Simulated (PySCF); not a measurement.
## Electronic structure of C$_{3}$H$_{11}$NSi$_{3}$ (SMILES C=C[SiH2]C1[SiH2]N[SiH2]1) in real space

Input

```
{"job": {"kind": "nmr", "xc": "PBE0", "basis": "pcSseg-1"}, "charge": 0, "multiplicity": 1}
C      2.677542    -0.917660     0.150828
C      2.297632    -0.487318    -1.040838
Si     0.642092     0.332957    -1.425903
C     -0.263985     0.794280     0.161926
Si    -2.048096     1.479452     0.014798
N     -2.478902     0.119717     1.010688
Si    -0.925672    -0.621980     1.273588
H      3.632670    -1.390961     0.328004
H      2.039121    -0.816210     1.014819
H      2.981577    -0.617689    -1.871693
H      0.921899     1.541873    -2.224232
H     -0.140880    -0.596502    -2.256112
H      0.376848     1.474932     0.723223
H     -2.299886     2.770866     0.662224
H     -2.670472     1.440066    -1.308963
H     -3.384253    -0.166867     1.341997
H     -0.855848    -1.988346     0.753274
H     -0.510148    -0.590946     2.680715
```

Command:

```sh
OMP_NUM_THREADS=1 python probes_run.py task.json out
```

Geometry: GFN2-xTB.

Method: PBE0/pcSseg-1, SCF density, gas phase, non-relativistic in PySCF 2.14.0.

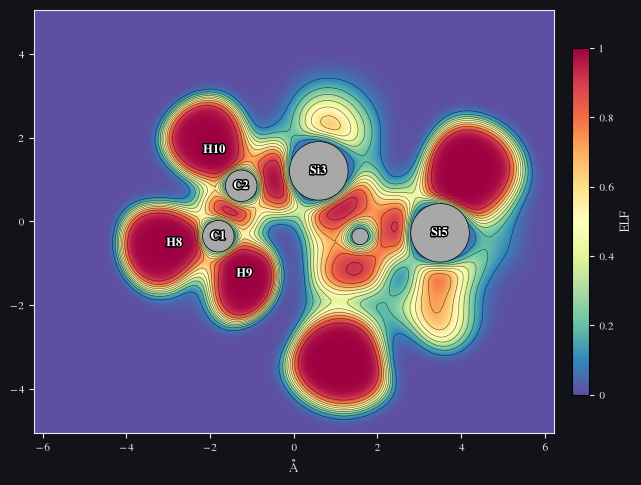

Figure 1. ELF on the plane of atoms H8, C1 and H9. Grey discs cover the atomic cores.

Question: What do the fields say about this system?

Answer: The section cuts through C, Si and H sites.
C–C (1.32 Å): the ELF peaks at about 0.90 between the atoms; a multiple bond.
C–Si (1.89 Å): the ELF peaks at about 0.95 between the atoms: a covalent bond.
C–H (1.08 Å): the ELF climbs to about 1 towards the hydrogen, as it does in any bond to H (an ordinary covalent bond to hydrogen).

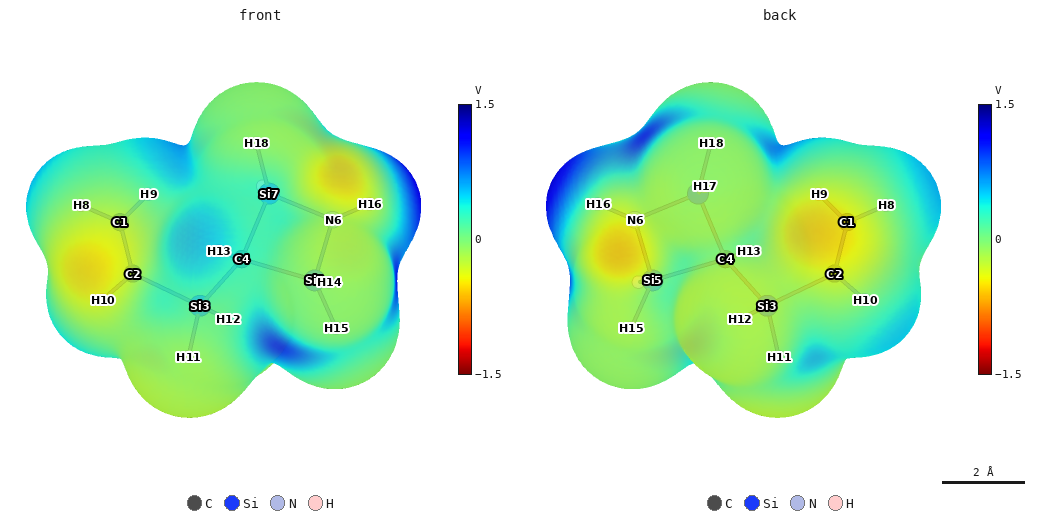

Figure 2. The electrostatic potential painted on the density surface at 0.001 e/bohr³, seen from the front and from behind; red is negative and blue positive.

Question: Where is the surface potential most negative and most positive?

Answer: The most negative region (about −0.6 V) lies over C1, C2 and N6, the most positive (about +1.2 V) over H16.

Question: How polar is the molecule by this calculation?

Answer: Its dipole moment is 0.80 D.
